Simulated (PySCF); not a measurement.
C8H10S, SMILES CSc1cccc(C)c1, singlet, GFN2-xTB optimised geometry. Atoms within 1.6 Å of the plane z = 1.5 Å (x, y, z in Å): C1 (-3.02, -1.79, 0.02), S2 (-1.25, -2.16, 0.01), C3 (-0.47, -0.57, 0.00), C4 (-1.16, 0.63, 0.00), C5 (-0.45, 1.82, 0.00), C6 (0.93, 1.82, 0.00), C7 (1.63, 0.62, 0.00), C8 (3.13, 0.61, -0.01), C9 (0.92, -0.57, 0.00), H10 (-3.52, -2.76, 0.03), H12 (-3.28, -1.23, 0.91), H13 (-2.24, 0.66, 0.00), H14 (-0.99, 2.76, 0.00), H15 (1.47, 2.75, 0.00), H16 (3.52, -0.37, 0.26), H17 (3.52, 1.35, 0.68), H19 (1.44, -1.52, 0.00).

Method: PBE0/def2-SVP (PySCF 2.14.0).

Map of the electron localisation function on the plane z = 1.5 Å:

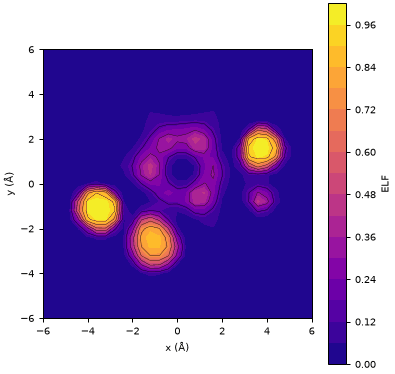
Fig. 1. Electron localisation function on the plane z = 1.5 Å.
